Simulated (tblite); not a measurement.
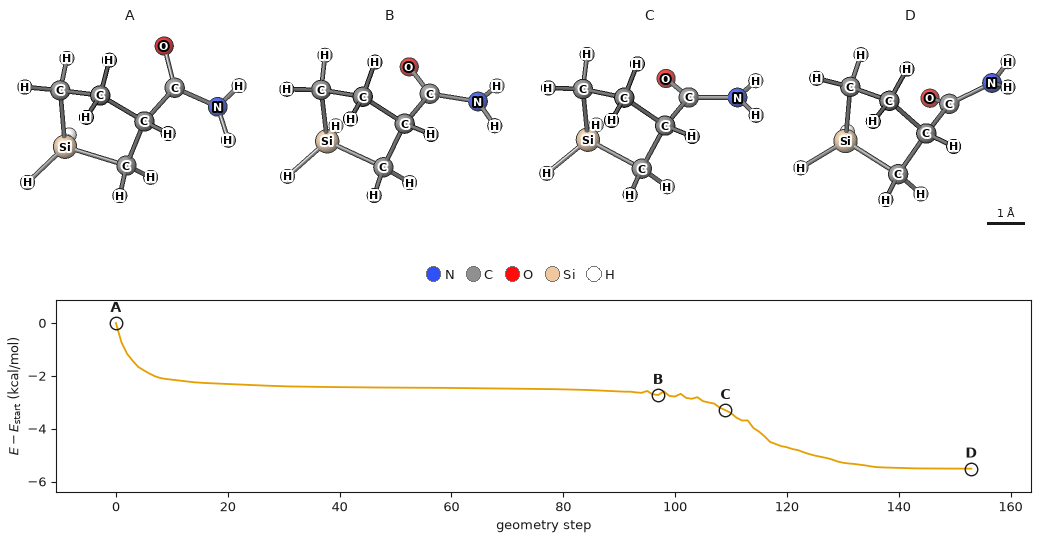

Frames of a relaxation of C5H11NOSi, marked on the history of the run. A ball-and-stick model, seen from a free direction.

Level of theory: GFN2-xTB geometry optimisation, gas phase (tblite 0.8.0). 

Describe the path.

The energy falls by 5.51 kcal/mol in 153 geometry steps. The atom that moves furthest after the best rigid fit is the O atom (1.88 Å). By element the largest moves are O 1.88 Å, H 1.81 Å, N 0.78 Å, C 0.58 Å, Si 0.17 Å. Some distances before and after: O–Si 3.935 → 2.713 Å, H–Si 1.485 → 1.452 Å, C–N 1.373 → 1.351 Å, C–Si 1.928 → 1.907 Å. Among the angles between lasting bonds that change: C–Si–H 111.4° → 118.6°, H–Si–H 114.8° → 108.8°, C–Si–H 112.3° → 117.7°. Groups turn about C–C by about 80°. From step 0 to 97: the O atom moves most (1.00 Å), energy −2.72 kcal/mol. From step 97 to 109: the O atom moves most (0.38 Å), energy −0.57 kcal/mol. From step 109 to 153: an H atom moves most (0.88 Å), energy −2.21 kcal/mol.

```tsv
step	E − E(0), kcal/mol
0	0.00
1	-0.73
2	-1.16
3	-1.43
4	-1.66
5	-1.79
6	-1.91
7	-2.01
8	-2.08
9	-2.12
10	-2.14
18	-2.29
25	-2.36
33	-2.41
40	-2.43
48	-2.44
55	-2.45
63	-2.46
70	-2.48
78	-2.50
85	-2.54
93	-2.62
100	-2.78
108	-3.20
115	-4.11
123	-4.89
130	-5.29
138	-5.47
145	-5.50
153	-5.51
```
